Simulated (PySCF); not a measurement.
# C₃H₈O₂Si: NMR shifts at several levels of theory, part 1 of 2

Aim: compute the NMR shifts of C₃H₈O₂Si (`COC(=O)C[SiH3]`) at several levels, and see how far they spread and what each costs.

The runs use PySCF 2.14.0, with density-fitted response routines of our own; the level of theory stands in each step. All values are computed, except where a source is named. Atoms count from 0, in the outputs and in this text.

## (1) Starting geometry

14 atoms, charge 0, multiplicity 1; geometry from: PBE0-D3(BJ)/def2-SVP.

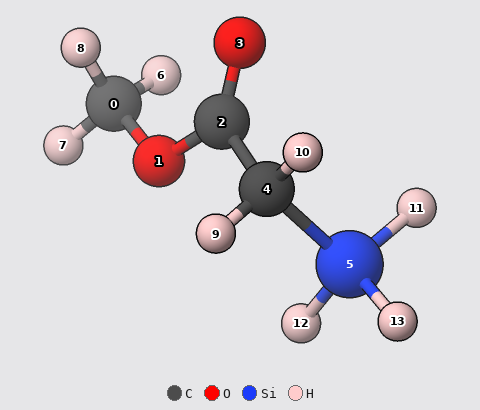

The starting geometry (carbon dark grey, oxygen red, silicon blue, hydrogen pink), atoms numbered; sticks join atoms by distance.

## (2) NMR shieldings: HF/pcSseg-1

The job: settings as JSON, then the geometry in Å.

```
{"job": {"kind": "nmr", "xc": "HF", "basis": "pcSseg-1", "pop": false}, "charge": 0, "multiplicity": 1}
C      2.399377     0.424891     0.247974
O      1.060423     0.405405     0.708205
C      0.378980    -0.728347     0.478032
O      0.855956    -1.679628    -0.081970
C     -1.030257    -0.619934     0.971772
Si    -2.127913     0.454287    -0.144661
H      2.439687     0.322491    -0.846900
H      2.816422     1.392198     0.551652
H      2.979532    -0.397276     0.692003
H     -1.042967    -0.160166     1.972131
H     -1.457899    -1.630383     1.027393
H     -2.070696    -0.046425    -1.549846
H     -1.674672     1.875021    -0.106896
H     -3.534406     0.373358     0.351754
```

Method: GIAO HF/pcSseg-1 NMR shielding, non-relativistic, gas phase.

The run is started by

```
OMP_NUM_THREADS=1 python probes_run.py task.json out
```

The driver reads the jobs from task.json and runs them one after another.

Log:

```text
final grid: 110944 points
cycle   1  E = -556.7081046577  dE =  9.688e-01  |g| = 8.372e-01  |ddm| = 3.104e+00
cycle   2  E = -556.8133401656  dE = -1.052e-01  |g| = 5.860e-01  |ddm| = 8.736e-01
cycle   3  E = -556.8728434945  dE = -5.950e-02  |g| = 8.293e-02  |ddm| = 3.715e-01
cycle   4  E = -556.8750579232  dE = -2.214e-03  |g| = 3.680e-02  |ddm| = 9.629e-02
cycle   5  E = -556.8754097807  dE = -3.519e-04  |g| = 9.373e-03  |ddm| = 3.650e-02
cycle   6  E = -556.8754596386  dE = -4.986e-05  |g| = 4.591e-03  |ddm| = 1.543e-02
cycle   7  E = -556.8754735436  dE = -1.391e-05  |g| = 1.529e-03  |ddm| = 9.716e-03
cycle   8  E = -556.8754751100  dE = -1.566e-06  |g| = 4.178e-04  |ddm| = 3.299e-03
cycle   9  E = -556.8754752192  dE = -1.092e-07  |g| = 1.030e-04  |ddm| = 8.282e-04
cycle  10  E = -556.8754752253  dE = -6.066e-09  |g| = 2.747e-05  |ddm| = 1.959e-04
cycle  11  E = -556.8754752257  dE = -4.281e-10  |g| = 7.601e-06  |ddm| = 5.492e-05
converged SCF energy = -556.8754752257

GIAO shielding tensors (ppm)
atom      isotropic    diamagn.    paramagn.     s11        s22        s33       span
  0 C      141.961     240.562     -98.601    117.074    127.392    181.418     64.343
  1 O      186.643     404.616    -217.973      5.328    257.912    296.690    291.362
  2 C       11.231     251.255    -240.024   -102.448     46.601     89.540    191.988
  3 O      -98.449     402.800    -501.249   -389.658   -225.768    320.079    709.738
  4 C      173.343     252.078     -78.735    153.046    161.353    205.629     52.584
  5 Si     450.547     875.015    -424.469    427.062    437.347    487.230     60.168
  6 H       28.204      29.597      -1.393     24.251     26.143     34.216      9.965
  7 H       28.240      28.319      -0.079     24.015     26.521     34.182     10.167
  8 H       28.039      28.334      -0.295     24.143     25.870     34.103      9.960
  9 H       29.899      30.302      -0.403     26.273     28.522     34.903      8.630
 10 H       30.078      30.059       0.019     25.529     28.478     36.227     10.698
 11 H       27.856      28.732      -0.876     24.580     26.291     32.698      8.118
 12 H       27.784      28.974      -1.190     24.191     26.788     32.371      8.180
 13 H       27.912      27.937      -0.024     24.839     25.431     33.467      8.628
```

It took 7.2 s on 1 thread of Arm Neoverse V1, shared host; peak memory 0.82 GiB.

Shifts follow as δ = σ(reference) − σ, with reference shieldings (ppm) from runs at the same level and on the same kind of geometry: 1H TMS 31.69, 13C TMS 190.8, 29Si TMS 393.4, 17O H2O 333.3. The references are single molecules in the gas phase, so shifts against H2O, NH3, PH3, H3PO4 or CFCl3 are not on the usual liquid scales and can be off by tens of ppm. Atoms listed in one row are averaged.

| atoms | environment | σ (ppm) | δ (ppm) |
| --- | --- | --- | --- |
| C2 | ester carbonyl carbon | 11.2 | 179.6 |
| C0 | methyl carbon bonded to O | 142.0 | 48.9 |
| C4 | sp3 CH2 bonded to Si, α to a carbonyl | 173.3 | 17.5 |
| H11, H12, H13 | hydrogen on a silicon bonded to C | 27.85 | 3.84 |
| H6, H7, H8 | hydrogen on a methyl carbon bonded to O | 28.16 | 3.53 |
| H9, H10 | hydrogen on an sp3 CH2 bonded to Si, α to a carbonyl | 29.99 | 1.70 |
| O3 | ester carbonyl oxygen | -98.4 | 431.8 |
| O1 | ester alkoxy oxygen | 186.6 | 146.7 |
| Si5 | silicon bonded to C, 3 H | 450.5 | -57.1 |

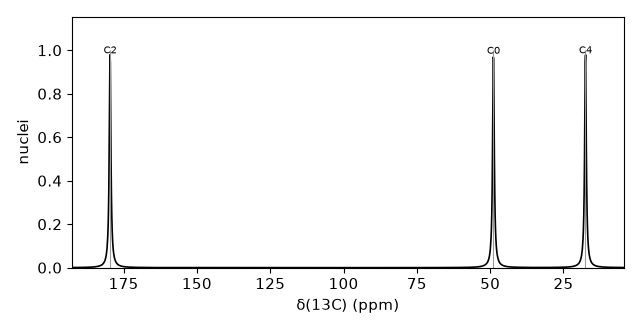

13C lines at the computed shifts, without couplings. Lines are broadened to a width of 0.65 ppm (Lorentzian).

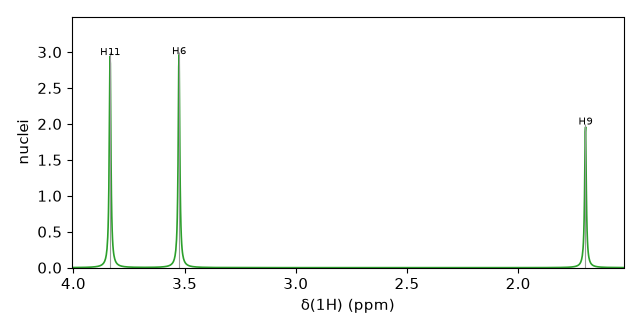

1H lines at the computed shifts, without couplings. Lines are broadened to a width of 0.01 ppm (Lorentzian).

## (3) Nuclear shieldings: LDA/pcSseg-1

Same as in step 2 but for these lines:

```diff
@@ -1,2 +1,2 @@
-{"job": {"kind": "nmr", "xc": "HF", "basis": "pcSseg-1", "pop": false}, "charge": 0, "multiplicity": 1}
+{"job": {"kind": "nmr", "xc": "LDA", "basis": "pcSseg-1", "pop": false}, "charge": 0, "multiplicity": 1}
 C      2.399377     0.424891     0.247974
```

Method: GIAO LDA/pcSseg-1 NMR shielding, non-relativistic, gas phase.

Log:

```text
coarse grid: 12016 points
cycle   1  E = -555.4672003878  dE =  5.986e-01  |g| = 9.806e-01  |ddm| = 3.259e+00
cycle   2  E = -554.6464957697  dE =  8.207e-01  |g| = 2.213e+00  |ddm| = 2.611e+00
cycle   3  E = -555.5839208535  dE = -9.374e-01  |g| = 5.652e-01  |ddm| = 2.255e+00
cycle   4  E = -555.6449105977  dE = -6.099e-02  |g| = 1.549e-01  |ddm| = 4.635e-01
cycle   5  E = -555.6479923957  dE = -3.082e-03  |g| = 7.109e-02  |ddm| = 1.141e-01
cycle   6  E = -555.6490288739  dE = -1.036e-03  |g| = 1.621e-02  |ddm| = 5.940e-02
cycle   7  E = -555.6490928638  dE = -6.399e-05  |g| = 3.927e-03  |ddm| = 1.689e-02
cycle   8  E = -555.6490963237  dE = -3.460e-06  |g| = 1.044e-03  |ddm| = 3.720e-03
final grid: 110944 points
cycle   9  E = -555.7133689438  dE = -3.026e-05  |g| = 4.408e-03  |ddm| = 1.762e-02
cycle  10  E = -555.7133615589  dE =  7.385e-06  |g| = 7.088e-03  |ddm| = 8.125e-03
cycle  11  E = -555.7133731120  dE = -1.155e-05  |g| = 1.832e-03  |ddm| = 5.511e-03
cycle  12  E = -555.7133737111  dE = -5.990e-07  |g| = 3.230e-04  |ddm| = 1.349e-03
cycle  13  E = -555.7133737275  dE = -1.641e-08  |g| = 1.331e-04  |ddm| = 3.026e-04
cycle  14  E = -555.7133737307  dE = -3.236e-09  |g| = 3.035e-05  |ddm| = 1.182e-04
cycle  15  E = -555.7133737309  dE = -1.513e-10  |g| = 9.669e-06  |ddm| = 2.512e-05
converged SCF energy = -555.7133737309

GIAO shielding tensors (ppm)
atom      isotropic    diamagn.    paramagn.     s11        s22        s33       span
  0 C      127.287     245.006    -117.719     93.729    112.332    175.801     82.071
  1 O      130.739     402.252    -271.513    -55.618    218.287    229.547    285.164
  2 C        3.457     253.443    -249.986    -92.690     40.947     62.113    154.803
  3 O     -117.129     403.795    -520.924   -397.046   -229.660    275.320    672.367
  4 C      161.705     253.828     -92.123    137.528    149.203    198.385     60.857
  5 Si     387.960     880.731    -492.771    351.215    372.039    440.626     89.411
  6 H       27.224      29.482      -2.259     23.247     25.207     33.217      9.970
  7 H       27.292      28.021      -0.729     23.741     25.772     32.362      8.621
  8 H       27.068      27.882      -0.813     23.313     24.804     33.088      9.776
  9 H       28.642      29.659      -1.017     25.271     27.757     32.898      7.627
 10 H       29.131      29.406      -0.275     24.890     27.863     34.639      9.749
 11 H       26.546      28.171      -1.625     23.440     25.074     31.125      7.686
 12 H       26.508      28.386      -1.878     23.045     25.546     30.932      7.887
 13 H       26.550      27.245      -0.695     23.597     24.237     31.816      8.218
```

It took 18 s on 1 thread of Arm Neoverse V1, shared host; peak memory 0.7 GiB.

Key values: δ C2 177.3, C0 53.4, C4 19.0, O3 459.9, H11 4.29, H6 3.63 ppm (means over like atoms).

## (4) Nuclear shieldings: PBE/pcSseg-1

Same as in step 3 but for these lines:

```diff
@@ -1,2 +1,2 @@
-{"job": {"kind": "nmr", "xc": "LDA", "basis": "pcSseg-1", "pop": false}, "charge": 0, "multiplicity": 1}
+{"job": {"kind": "nmr", "xc": "PBE", "basis": "pcSseg-1", "pop": false}, "charge": 0, "multiplicity": 1}
 C      2.399377     0.424891     0.247974
```

Method: GIAO PBE/pcSseg-1 NMR shielding, non-relativistic, gas phase.

Log:

```text
coarse grid: 12016 points
cycle   1  E = -558.3247880071  dE =  6.035e-01  |g| = 9.776e-01  |ddm| = 3.261e+00
cycle   2  E = -557.5047849311  dE =  8.200e-01  |g| = 2.206e+00  |ddm| = 2.608e+00
cycle   3  E = -558.4418299954  dE = -9.370e-01  |g| = 5.560e-01  |ddm| = 2.262e+00
cycle   4  E = -558.5010642329  dE = -5.923e-02  |g| = 1.564e-01  |ddm| = 4.611e-01
cycle   5  E = -558.5043605656  dE = -3.296e-03  |g| = 6.887e-02  |ddm| = 1.154e-01
cycle   6  E = -558.5053427538  dE = -9.822e-04  |g| = 1.570e-02  |ddm| = 5.869e-02
cycle   7  E = -558.5054041293  dE = -6.138e-05  |g| = 3.542e-03  |ddm| = 1.625e-02
cycle   8  E = -558.5054069264  dE = -2.797e-06  |g| = 1.060e-03  |ddm| = 3.451e-03
final grid: 110944 points
cycle   9  E = -558.5800152190  dE =  1.701e-05  |g| = 2.127e-02  |ddm| = 2.671e-02
cycle  10  E = -558.5797099058  dE =  3.053e-04  |g| = 4.553e-02  |ddm| = 3.887e-02
cycle  11  E = -558.5800889904  dE = -3.791e-04  |g| = 7.622e-03  |ddm| = 2.959e-02
cycle  12  E = -558.5800996281  dE = -1.064e-05  |g| = 1.285e-03  |ddm| = 4.975e-03
cycle  13  E = -558.5800999304  dE = -3.023e-07  |g| = 3.010e-04  |ddm| = 1.019e-03
cycle  14  E = -558.5800999510  dE = -2.064e-08  |g| = 5.431e-05  |ddm| = 2.716e-04
cycle  15  E = -558.5800999516  dE = -6.166e-10  |g| = 1.660e-05  |ddm| = 6.338e-05
converged SCF energy = -558.5800999516

GIAO shielding tensors (ppm)
atom      isotropic    diamagn.    paramagn.     s11        s22        s33       span
  0 C      127.089     243.816    -116.727     95.839    112.281    173.147     77.309
  1 O      131.746     402.147    -270.400    -48.075    215.403    227.911    275.986
  2 C        8.294     253.394    -245.100    -86.939     47.219     64.602    151.541
  3 O     -108.422     403.764    -512.186   -378.931   -222.142    275.805    654.736
  4 C      161.345     253.092     -91.748    138.263    150.128    195.643     57.380
  5 Si     399.923     880.055    -480.131    366.282    385.702    447.786     81.503
  6 H       27.625      29.955      -2.330     23.799     25.645     33.430      9.631
  7 H       27.765      28.411      -0.646     24.325     26.260     32.709      8.384
  8 H       27.468      28.199      -0.731     23.849     25.259     33.297      9.448
  9 H       29.068      30.067      -0.998     25.760     28.271     33.174      7.414
 10 H       29.547      29.796      -0.249     25.459     28.336     34.845      9.386
 11 H       27.089      28.795      -1.707     24.074     25.629     31.563      7.488
 12 H       27.048      29.011      -1.963     23.683     26.103     31.359      7.676
 13 H       27.084      27.746      -0.663     24.206     24.805     32.241      8.035
```

It took 21 s on 1 thread of Arm Neoverse V1, shared host; peak memory 0.8 GiB.

This run: δ C2 171.7, C0 52.9, C4 18.7, O3 443.0, H11 4.12, H6 3.58 ppm (means over like atoms).

## (5) Shielding tensors: BLYP/pcSseg-1

Same as in step 4 but for these lines:

```diff
@@ -1,2 +1,2 @@
-{"job": {"kind": "nmr", "xc": "PBE", "basis": "pcSseg-1", "pop": false}, "charge": 0, "multiplicity": 1}
+{"job": {"kind": "nmr", "xc": "BLYP", "basis": "pcSseg-1", "pop": false}, "charge": 0, "multiplicity": 1}
 C      2.399377     0.424891     0.247974
```

Level: GIAO BLYP/pcSseg-1 NMR shielding, non-relativistic, gas phase.

Log:

```text
coarse grid: 12016 points
cycle   1  E = -558.6729861805  dE =  6.157e-01  |g| = 1.062e+00  |ddm| = 3.271e+00
cycle   2  E = -557.7154980800  dE =  9.575e-01  |g| = 2.373e+00  |ddm| = 2.936e+00
cycle   3  E = -558.8088141831  dE = -1.093e+00  |g| = 5.970e-01  |ddm| = 2.592e+00
cycle   4  E = -558.8755525816  dE = -6.674e-02  |g| = 1.861e-01  |ddm| = 5.022e-01
cycle   5  E = -558.8803112931  dE = -4.759e-03  |g| = 7.750e-02  |ddm| = 1.340e-01
cycle   6  E = -558.8815367492  dE = -1.225e-03  |g| = 1.834e-02  |ddm| = 6.558e-02
cycle   7  E = -558.8816215737  dE = -8.482e-05  |g| = 3.649e-03  |ddm| = 1.903e-02
cycle   8  E = -558.8816244922  dE = -2.919e-06  |g| = 1.290e-03  |ddm| = 3.755e-03
final grid: 110944 points
cycle   9  E = -558.9612801238  dE = -2.110e-05  |g| = 1.132e-02  |ddm| = 2.112e-02
cycle  10  E = -558.9612053688  dE =  7.475e-05  |g| = 2.242e-02  |ddm| = 2.054e-02
cycle  11  E = -558.9613022136  dE = -9.684e-05  |g| = 4.879e-03  |ddm| = 1.537e-02
cycle  12  E = -558.9613065637  dE = -4.350e-06  |g| = 8.405e-04  |ddm| = 3.211e-03
cycle  13  E = -558.9613066795  dE = -1.157e-07  |g| = 2.375e-04  |ddm| = 6.693e-04
cycle  14  E = -558.9613066913  dE = -1.188e-08  |g| = 5.809e-05  |ddm| = 2.142e-04
cycle  15  E = -558.9613066921  dE = -7.142e-10  |g| = 1.308e-05  |ddm| = 5.930e-05
converged SCF energy = -558.9613066921

GIAO shielding tensors (ppm)
atom      isotropic    diamagn.    paramagn.     s11        s22        s33       span
  0 C      121.716     242.412    -120.695     90.689    106.534    167.926     77.237
  1 O      128.561     402.834    -274.274    -50.538    212.983    223.236    273.774
  2 C        1.715     253.062    -251.347    -95.165     40.509     59.801    154.966
  3 O     -113.132     404.733    -517.865   -386.536   -227.587    274.726    661.262
  4 C      155.512     252.426     -96.914    131.922    144.354    190.260     58.338
  5 Si     389.772     879.658    -489.886    356.346    375.370    437.601     81.256
  6 H       27.755      30.156      -2.400     24.037     25.797     33.432      9.395
  7 H       27.930      28.535      -0.605     24.572     26.486     32.732      8.160
  8 H       27.602      28.263      -0.662     24.090     25.421     33.294      9.204
  9 H       29.270      30.229      -0.959     26.094     28.649     33.065      6.970
 10 H       29.752      29.866      -0.114     25.841     28.696     34.720      8.879
 11 H       27.360      29.215      -1.854     24.426     25.924     31.731      7.305
 12 H       27.321      29.437      -2.116     24.038     26.397     31.528      7.490
 13 H       27.354      27.985      -0.631     24.548     25.118     32.396      7.848
```

It took 21 s on 1 thread of Arm Neoverse V1, shared host; peak memory 0.79 GiB.

Key values: δ C2 173.6, C0 53.6, C4 19.8, O3 446.8, H11 4.02, H6 3.60 ppm (means over like atoms).

## (6) NMR shieldings: BP86/pcSseg-1

Same as in step 5 but for these lines:

```diff
@@ -1,2 +1,2 @@
-{"job": {"kind": "nmr", "xc": "BLYP", "basis": "pcSseg-1", "pop": false}, "charge": 0, "multiplicity": 1}
+{"job": {"kind": "nmr", "xc": "BP86", "basis": "pcSseg-1", "pop": false}, "charge": 0, "multiplicity": 1}
 C      2.399377     0.424891     0.247974
```

Method: GIAO BP86/pcSseg-1 NMR shielding, non-relativistic, gas phase.

Log:

```text
coarse grid: 12016 points
cycle   1  E = -558.8178253380  dE =  6.066e-01  |g| = 9.898e-01  |ddm| = 3.261e+00
cycle   2  E = -557.9961915033  dE =  8.216e-01  |g| = 2.212e+00  |ddm| = 2.544e+00
cycle   3  E = -558.9388247566  dE = -9.426e-01  |g| = 5.531e-01  |ddm| = 2.202e+00
cycle   4  E = -558.9971776584  dE = -5.835e-02  |g| = 1.593e-01  |ddm| = 4.574e-01
cycle   5  E = -559.0006480036  dE = -3.470e-03  |g| = 6.720e-02  |ddm| = 1.147e-01
cycle   6  E = -559.0015912109  dE = -9.432e-04  |g| = 1.539e-02  |ddm| = 5.734e-02
cycle   7  E = -559.0016503059  dE = -5.909e-05  |g| = 3.496e-03  |ddm| = 1.586e-02
cycle   8  E = -559.0016530469  dE = -2.741e-06  |g| = 1.040e-03  |ddm| = 3.440e-03
final grid: 110944 points
cycle   9  E = -559.0799612261  dE = -2.719e-05  |g| = 1.076e-02  |ddm| = 2.270e-02
cycle  10  E = -559.0798948404  dE =  6.639e-05  |g| = 2.175e-02  |ddm| = 1.824e-02
cycle  11  E = -559.0799792179  dE = -8.438e-05  |g| = 3.637e-03  |ddm| = 1.393e-02
cycle  12  E = -559.0799816466  dE = -2.429e-06  |g| = 8.485e-04  |ddm| = 2.521e-03
cycle  13  E = -559.0799817547  dE = -1.081e-07  |g| = 3.213e-04  |ddm| = 7.089e-04
cycle  14  E = -559.0799817780  dE = -2.327e-08  |g| = 3.069e-05  |ddm| = 2.475e-04
cycle  15  E = -559.0799817782  dE = -1.875e-10  |g| = 1.371e-05  |ddm| = 4.387e-05
converged SCF energy = -559.0799817782

GIAO shielding tensors (ppm)
atom      isotropic    diamagn.    paramagn.     s11        s22        s33       span
  0 C      126.410     244.109    -117.699     95.324    111.743    172.163     76.839
  1 O      132.216     402.476    -270.260    -47.193    214.783    229.057    276.251
  2 C        7.719     253.539    -245.820    -87.105     46.275     63.987    151.092
  3 O     -106.106     403.963    -510.069   -374.385   -219.332    275.397    649.782
  4 C      160.805     253.511     -92.705    137.961    149.373    195.082     57.121
  5 Si     398.078     880.000    -481.922    364.994    384.364    444.876     79.882
  6 H       27.681      30.034      -2.353     23.863     25.699     33.480      9.617
  7 H       27.825      28.436      -0.611     24.377     26.306     32.793      8.416
  8 H       27.523      28.274      -0.750     23.907     25.319     33.344      9.437
  9 H       29.147      30.135      -0.988     25.849     28.369     33.223      7.374
 10 H       29.607      29.843      -0.236     25.529     28.419     34.874      9.345
 11 H       27.164      28.874      -1.710     24.145     25.713     31.633      7.489
 12 H       27.121      29.090      -1.969     23.756     26.181     31.426      7.670
 13 H       27.168      27.798      -0.630     24.299     24.879     32.325      8.026
```

It took 21 s on 1 thread of Arm Neoverse V1, shared host; peak memory 0.8 GiB.

In short: δ C2 172.0, C0 53.3, C4 18.9, O3 438.7, H11 4.12, H6 3.59 ppm (means over like atoms).

## (7) Nuclear shieldings: OPBE/pcSseg-1

Same as in step 6 but for these lines:

```diff
@@ -1,2 +1,2 @@
-{"job": {"kind": "nmr", "xc": "BP86", "basis": "pcSseg-1", "pop": false}, "charge": 0, "multiplicity": 1}
+{"job": {"kind": "nmr", "xc": "OPBE", "basis": "pcSseg-1", "pop": false}, "charge": 0, "multiplicity": 1}
 C      2.399377     0.424891     0.247974
```

With the program's defaults for keys left out, this is: GIAO OPBE/pcSseg-1 NMR shielding, non-relativistic, gas phase.

Log:

```text
coarse grid: 12016 points
cycle   1  E = -558.6549828521  dE =  5.732e-01  |g| = 9.025e-01  |ddm| = 3.269e+00
cycle   2  E = -557.9614899665  dE =  6.935e-01  |g| = 2.025e+00  |ddm| = 2.315e+00
cycle   3  E = -558.7625459176  dE = -8.011e-01  |g| = 4.950e-01  |ddm| = 1.967e+00
cycle   4  E = -558.8112316694  dE = -4.869e-02  |g| = 1.336e-01  |ddm| = 4.208e-01
cycle   5  E = -558.8138004545  dE = -2.569e-03  |g| = 5.552e-02  |ddm| = 9.942e-02
cycle   6  E = -558.8144641515  dE = -6.637e-04  |g| = 1.302e-02  |ddm| = 5.018e-02
cycle   7  E = -558.8145059758  dE = -4.182e-05  |g| = 3.144e-03  |ddm| = 1.309e-02
cycle   8  E = -558.8145081624  dE = -2.187e-06  |g| = 9.578e-04  |ddm| = 3.131e-03
final grid: 110944 points
cycle   9  E = -558.8739798858  dE = -3.190e-05  |g| = 3.245e-02  |ddm| = 4.917e-02
cycle  10  E = -558.8733646645  dE =  6.152e-04  |g| = 6.594e-02  |ddm| = 5.773e-02
cycle  11  E = -558.8741430948  dE = -7.784e-04  |g| = 9.850e-03  |ddm| = 4.262e-02
cycle  12  E = -558.8741603819  dE = -1.729e-05  |g| = 2.610e-03  |ddm| = 7.343e-03
cycle  13  E = -558.8741615108  dE = -1.129e-06  |g| = 7.311e-04  |ddm| = 2.019e-03
cycle  14  E = -558.8741616394  dE = -1.286e-07  |g| = 5.311e-05  |ddm| = 6.051e-04
cycle  15  E = -558.8741616399  dE = -5.133e-10  |g| = 2.583e-05  |ddm| = 7.344e-05
converged SCF energy = -558.8741616399

GIAO shielding tensors (ppm)
atom      isotropic    diamagn.    paramagn.     s11        s22        s33       span
  0 C      133.696     244.407    -110.711    104.047    119.202    177.839     73.792
  1 O      138.911     401.627    -262.716    -36.245    218.891    234.087    270.331
  2 C       21.129     253.982    -232.852    -70.429     60.694     73.124    143.553
  3 O      -91.947     402.533    -494.480   -350.339   -205.521    280.019    630.357
  4 C      167.623     253.162     -85.539    146.827    156.671    199.372     52.545
  5 Si     420.053     880.178    -460.125    388.985    407.492    463.681     74.696
  6 H       27.694      29.940      -2.246     23.889     25.710     33.482      9.593
  7 H       27.855      28.445      -0.590     24.363     26.278     32.924      8.561
  8 H       27.525      28.210      -0.685     23.885     25.335     33.355      9.470
  9 H       29.079      30.017      -0.938     25.647     28.106     33.484      7.837
 10 H       29.524      29.842      -0.319     25.332     28.172     35.067      9.735
 11 H       27.162      28.709      -1.547     24.126     25.686     31.673      7.547
 12 H       27.115      28.913      -1.797     23.743     26.160     31.443      7.700
 13 H       27.158      27.724      -0.566     24.263     24.862     32.350      8.087
```

It took 21 s on 1 thread of Arm Neoverse V1, shared host; peak memory 0.79 GiB.

Key values: δ C2 164.0, C0 51.4, C4 17.5, O3 424.0, H11 4.08, H6 3.54 ppm (means over like atoms).

(Continued in part 2 of 2.)
